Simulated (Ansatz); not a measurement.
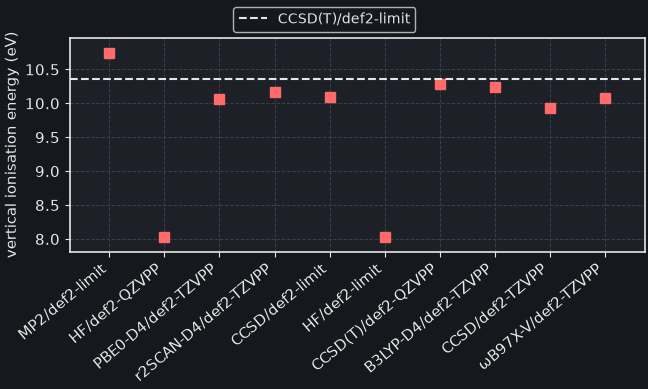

Vertical ionisation energy of AlOCl, SMILES [O]=[Al][Cl], singlet, taken as the energy of the cation less that of the neutral at fixed geometry (unrestricted doublet cation, cores frozen in correlated methods, no spin-orbit coupling), the Ansatz code, at a PBE0-D4/def2-TZVP geometry (a minimum by its frequencies). Limit means an estimate of the basis limit from triple and quadruple zeta; for coupled cluster it is either extrapolated directly or built as the MP2 limit plus the step from MP2 in triple zeta. The distance of CCSD(T)/def2-QZVPP and CCSD/def2-TZVPP to the limit includes basis error.

What range do the values span, the line included?

Answer. From 8.03 eV (HF/def2-QZVPP) to 10.75 eV (MP2/def2-limit).

Give the values.

Answer.
```tsv
level	eV	less CCSD(T)/def2-limit
MP2/def2-limit	10.75	0.38
HF/def2-QZVPP	8.03	−2.34
PBE0-D4/def2-TZVPP	10.06	−0.30
r2SCAN-D4/def2-TZVPP	10.17	−0.20
CCSD/def2-limit	10.10	−0.27
HF/def2-limit	8.03	−2.33
CCSD(T)/def2-QZVPP	10.28	−0.08
B3LYP-D4/def2-TZVPP	10.24	−0.13
CCSD/def2-TZVPP	9.94	−0.43
ωB97X-V/def2-TZVPP	10.08	−0.28
CCSD(T)/def2-limit	10.36	0.00
```
